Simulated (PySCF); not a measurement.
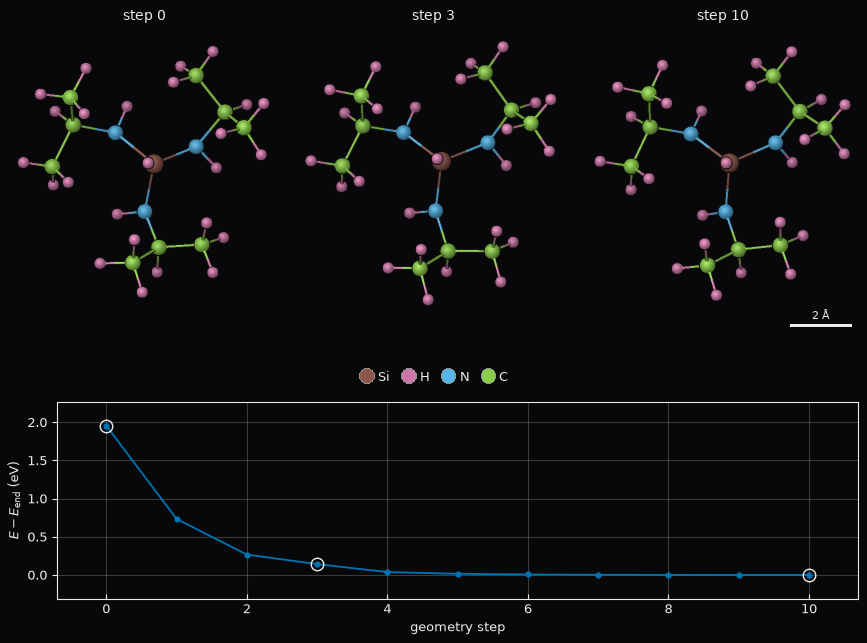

Frames of a relaxation of C$_{9}$H$_{25}$N$_{3}$Si, marked on the history of the run. Style: ball-and-stick. Shown face on.

The start comes from GFN2-xTB. Its atoms were then displaced at random by about 0.03 Å.

These are results of PBE0-D3(BJ)/def2-SVP geometry optimisation, gas phase (PySCF 2.14.0, density-fitted response routines), not measurements. 

**Describe the path.**

The largest moves after the best rigid fit, 0.38 Å, are those of H atoms. Largest moves by element: H 0.38 Å, C 0.26 Å, Si 0.17 Å, N 0.15 Å. Some distances before and after: C–N 1.591 → 1.453 Å, N–Si 1.626 → 1.734 Å, C–H 0.998 → 1.101 Å, C–H 1.200 → 1.106 Å. Bond angles that change, for instance: C–N–H 103.0° → 113.6°, H–Si–N 118.9° → 110.9°, H–C–H 100.0° → 107.5°. The energy falls by 1.956 eV in 10 geometry steps. The run took 8 min on 2 threads of Intel(R) Xeon(R) Platinum 8375C CPU @ 2.90GHz, on a shared host. From step 0 to 3: H atoms move most (0.34 Å), energy −1.814 eV. From step 3 to 10: an H atom moves most (0.45 Å), energy −0.142 eV.
